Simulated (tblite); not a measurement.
# Frequency calculation, with input and output: C3H4F4Ge

- system: C3H4F4Ge
- method: GFN2-xTB harmonic vibrations, gas phase (tblite 0.8.0)

It belongs to a series of runs on one base structure; here: C replaced by Ge.

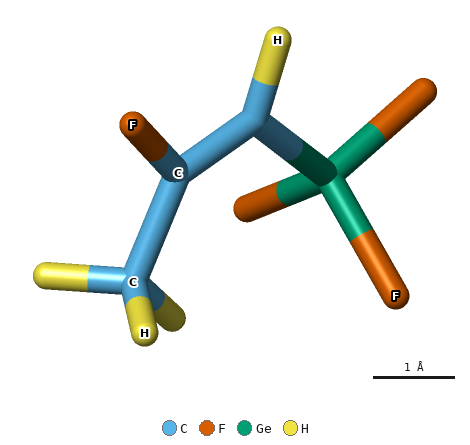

The structure as given in the input (stick view, seen at a tilt). Sticks mark near contacts.

**Results in brief**

| quantity | value |
| --- | --- |
| outcome | converged |
| total energy | −800.6578 eV |
| zero-point energy | 41.0870 kcal/mol |
| hardware | 1 CPU thread, shared host |
| wall time | 0.58 s |
| peak memory | 0.18 GiB |

**Input file**
```
{"job": {"kind": "ir", "xc": "GFN2-xTB", "basis": "xTB"}, "charge": 0, "multiplicity": 1}
C     -1.471793    -0.817006     0.048876
C     -1.057766     0.596089    -0.091541
F     -2.093188     1.443459    -0.204603
C      0.165237     1.117852    -0.117824
Ge     1.776096     0.056562     0.032966
F      1.993377    -1.158389    -1.170380
F      1.930300    -0.884866     1.467823
F      3.228156     0.964971    -0.015799
H     -2.057651    -1.114377    -0.820997
H     -0.603203    -1.464423     0.145557
H     -2.109865    -0.923322     0.926448
H      0.301498     2.182763    -0.226552
```

The first line tells a small driver script what to run in tblite; the rest is the geometry in Å.

Launch command:
```bash
OMP_NUM_THREADS=1 python <driver script> task.json out
```

**Log**
```
mode    cm-1     km/mol
  1      31.1      0.33
  2      76.7      7.80
  3      79.8      6.96
  4     121.5      2.25
  5     154.3      7.61
  6     157.8     13.78
  7     189.6     27.11
  8     203.1     36.76
  9     241.2      8.97
 10     325.9     17.69
 11     421.2      0.67
 12     463.0      2.19
 13     472.1    132.22
 14     494.0    124.24
 15     508.5    139.97
 16     687.0     37.30
 17     769.9     88.81
 18     900.3     25.91
 19    1004.3     20.53
 20    1020.9     10.18
 21    1113.7     53.72
 22    1251.1     91.46
 23    1384.9     48.42
 24    1416.1     11.95
 25    1436.0     42.54
 26    1671.7    264.14
 27    3007.5      0.57
 28    3021.1      0.02
 29    3038.9      8.07
 30    3077.8      2.90
```

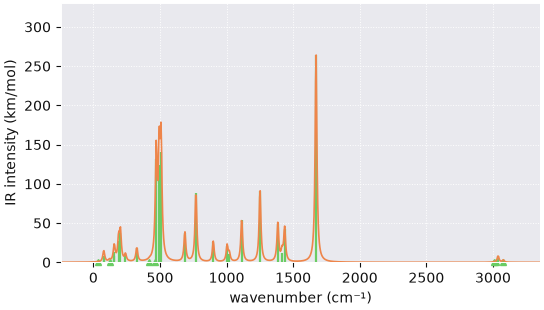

Harmonic infrared spectrum, unscaled: sticks (degenerate modes added up, dark ones marked on the axis) with a Lorentzian envelope of 16 cm⁻¹ full width, scaled to the tallest stick. 30 modes from 31 to 3078 cm⁻¹, none imaginary. The strongest line is at 1672 cm⁻¹ (264 km/mol).
